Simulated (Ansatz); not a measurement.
**HBS (hydrogen boron sulfide) at r2SCAN/STO-3G**

What is the electronic atomisation energy of HBS (hydrogen boron sulfide) at r2SCAN/STO-3G? 

The calculation is run with Ansatz 0.2.0.

63 further runs of the same task are left out: 8 that didn't finish, 55 set aside as unsound or not needed.

## Step 1: The molecule

The species is HBS (3 atoms), meant as a singlet with charge 0. As SMILES, `B=S`. The shape is that of a PBE0-D4/def2-TZVP optimisation.

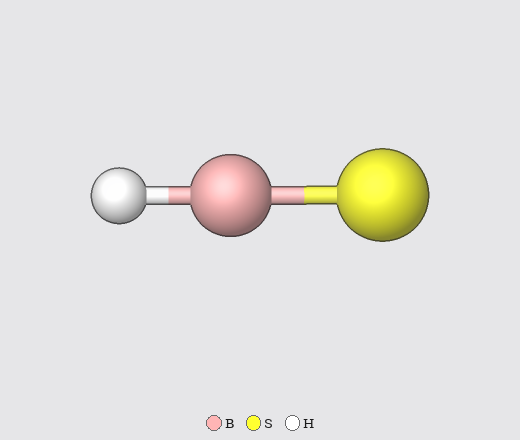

The structure, seen from a chosen angle (boron pink, sulfur yellow, hydrogen white).

## Step 2: A single-point energy at r2SCAN/STO-3G

The input, molecule.yaml:

```yaml
basis:
  gaussian:
    orbitals: STO-3G
crystal:
  periodic: [false, false, false]
  atoms:
    - {symbol: B, position_ang: [-0.038660, -0.014560, 0.134750]}
    - {symbol: S, position_ang: [0.399170, 0.147640, -1.393290]}
    - {symbol: H, position_ang: [-0.360510, -0.133080, 1.258530]}
hamiltonian:
  xc: {name: r2SCAN}
accuracy: high
```

Run with:

```
$ ansatz run molecule.yaml --threads 1 --pin off --max-ram 3480MiB --events-out events.jsonl --progress --plain --runs-dir runs
```

Log:

```text
Warning: RAYON_NUM_THREADS=1 ignored (pool sized by the plan → 1); use --threads N
Functional definition: r2SCAN
  name "r2SCAN"
  parameter k0 = 0.174
  parameter k1 = 0.065
  parameter a1 = 4.9479
  exchange = r2scan_x(k0 = k0, k1 = k1, a1 = a1)
  correlation = r2scan_c
243 factors; integrals over basis functions are off by at most 1.6e-8 eV
mean field evaluation 1: about -11398.6864 eV, gradient 3.4e0 eV
mean field evaluation 2: about -11398.6674 eV, gradient 4.1e0 eV
mean field evaluation 4: about -11398.7196 eV, gradient 1.7e-1 eV
mean field evaluation 8: about -11398.6699 eV, gradient 2.3e-3 eV
mean field -11398.66994143 eV, -418.8933940516 hartree, gradient 5.9e-8 eV, S^2 0.000000; 0 other end points of the search recorded, 0 dependent functions left out
reference -11398.66994171 eV, -418.8933940619 hartree; 11, 11 occupied and 4, 4 virtual orbitals, 243 factors
Total energy: -11398.66994171 eV, -418.8933940619 hartree
```

Wall time 1.5 s (1 thread of Arm Neoverse V1, shared host); peak memory 0.11 GiB.

## Step 3: The B atom

The input, run.yaml:

```yaml
crystal:
  periodic: [false, false, false]
  atoms:
    - {symbol: B, position_ang: [0.000000, 0.000000, 0.000000]}
basis:
  gaussian: {orbitals: STO-3G}
magnetization: {spin_polarized: true, initial_magnetization: 1}
hamiltonian: {xc: r2scan}
accuracy: high
```

Run the same way, it converges to -24.25154 Eh (log not shown).

## Step 4: The H atom

The input, run.yaml:

```yaml
crystal:
  periodic: [false, false, false]
  atoms:
    - {symbol: H, position_ang: [0.000000, 0.000000, 0.000000]}
basis:
  gaussian:
    orbitals: STO-3G
magnetization:
  spin_polarized: true
  initial_magnetization: 1
hamiltonian:
  xc: {name: r2SCAN}
accuracy: high
```

Run the same way, it converges to -0.46646 Eh (log not shown).

## Step 5: The S atom, same level

The input, molecule.yaml:

```yaml
crystal:
  periodic: [false, false, false]
  atoms:
    - {symbol: S, position_ang: [0.000000, 0.000000, 0.000000]}
basis:
  gaussian: {orbitals: STO-3G}
magnetization: {spin_polarized: true, initial_magnetization: 2}
hamiltonian: {xc: {name: r2SCAN}}
accuracy: high
```

Run the same way, it converges to -393.65620 Eh (log not shown).

## Step 6: Outcome

Level: r2SCAN/STO-3G.

| quantity | value |
| --- | --- |
| molecule: total energy | -418.89339 Eh |
| B atom: total energy | -24.25154 Eh |
| B atom: ⟨S²⟩ | 0.750 |
| H atom: total energy | -0.46646 Eh |
| H atom: ⟨S²⟩ | 0.750 |
| S atom: total energy | -393.65620 Eh |
| S atom: ⟨S²⟩ | 2.000 |
| electronic atomisation energy | 14.128 eV |

Taking the molecule apart into free atoms costs 14.13 eV (326 kcal/mol), before zero-point energy and without spin-orbit coupling. In a minimal basis such a difference can be off by several eV, whatever the method.
